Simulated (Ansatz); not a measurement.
**FH₉O₂Si₄: density, localisation and related maps**

```xyz
16

Si   -0.3070   -0.5734    0.5225
Si   -0.0106    0.0567    2.7460
H    -1.3339    0.1971    3.4137
H     0.8082   -0.9607    3.4609
H     0.6974    1.3672    2.7744
O     1.1375   -0.7930   -0.2481
Si    2.4139   -1.1532   -1.2894
H     1.9286   -1.9805   -2.4292
H     2.9841    0.1220   -1.8072
H     3.4573   -1.8982   -0.5331
O    -1.2528    0.5083   -0.2924
Si   -2.1994    1.3768   -1.3849
H    -3.6350    1.2222   -1.0226
H    -1.8124    2.8127   -1.3083
H    -1.9719    0.8734   -2.7695
F    -1.1100   -2.0528    0.4537
```

Level of theory: RKS BHLYP/6-31G (Ansatz).

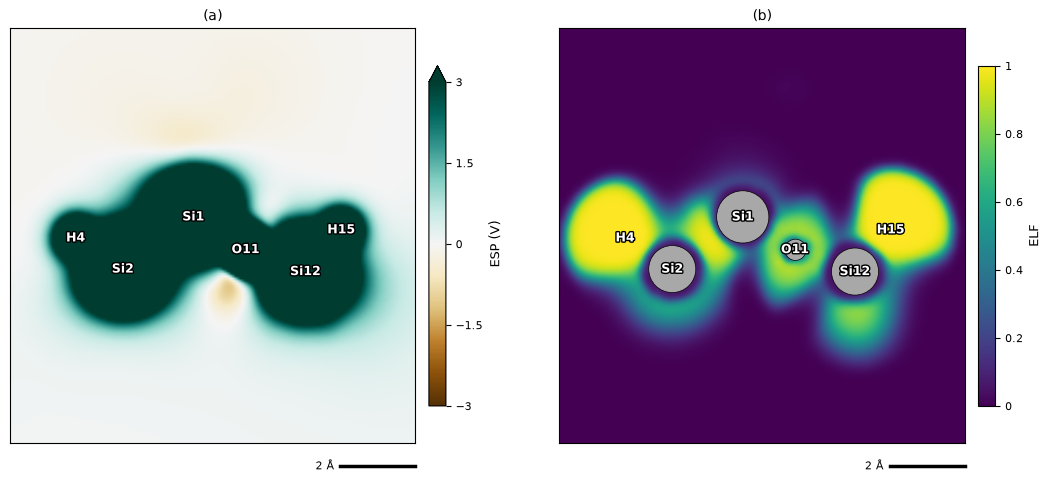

Figure 1. (a) electrostatic potential; (b) ELF on the plane of atoms Si1, Si2 and H4. Grey discs cover the atomic cores in the ELF map.

### What do the fields say about this system?

- The section cuts through Si, H and O sites.
- Si–O (1.65 Å): the ELF peaks at about 0.80 between the atoms (a shared but strongly polarised pair).
- Si–Si (2.33 Å): the ELF peaks at about 1 between the atoms: a shared electron pair.
- Si–H (1.49 Å): the ELF climbs to about 1 towards the hydrogen, as it does in any bond to H.
- The ELF also peaks beside O11, away from the bonds: lone-pair regions.
- Outside the dense part of the molecule the potential is most negative (−1.0 V) near O11.

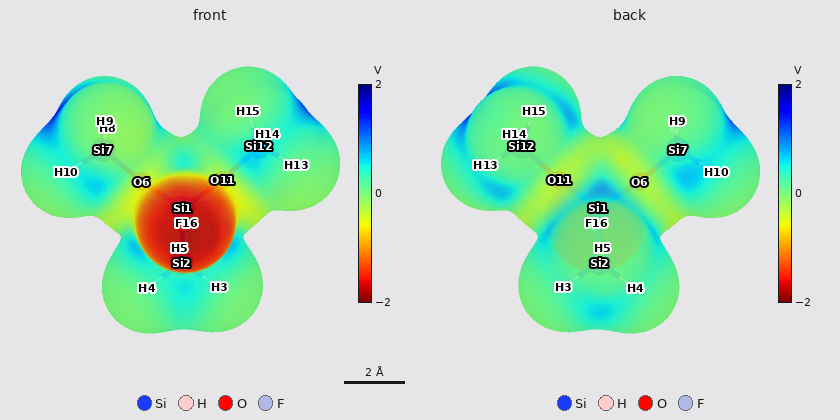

Figure 2. The electrostatic potential painted on the density surface at 0.001 e/bohr³, seen from the front and from behind; the colour scale runs from red (negative) to blue (positive).

### Which sites attract a positive test charge, and which a negative one?

A positive charge is drawn to the negative regions and a negative charge to the positive ones. The most negative region (about −1.7 V) lies over F16, the most positive (about +1.3 V) over Si7 and Si12.

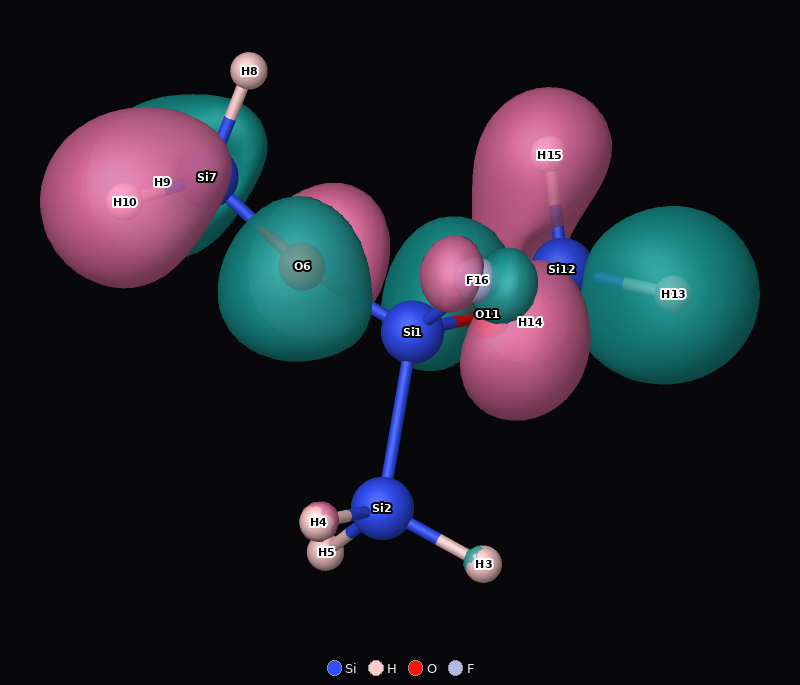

Figure 3. The HOMO−1 at ±0.06 Å⁻³ᐟ² (teal and pink are the two phases), seen at a tilt.

### What is the character of this orbital?

By Hirshfeld shares it lies mainly on O6 (about 25 %), O11 (about 25 %), H13 (about 10 %), Si12 (about 10 %), Si7 (about 10 %) and H10 (about 10 %). Its energy is −10.10 eV.

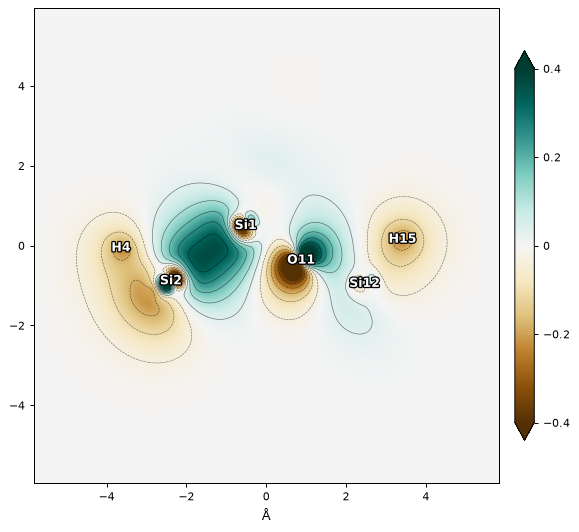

Figure 4. The HOMO on the plane of atoms Si1, Si2 and H4 (values in Å⁻³ᐟ²; the overall sign is arbitrary).

### Where does this orbital lie, and at what energy?

It lies mainly on Si2 (about 25 %), Si1 (about 20 %), O6 (about 15 %), O11 (about 15 %) and F16 (about 5 %). Its energy is −9.56 eV.
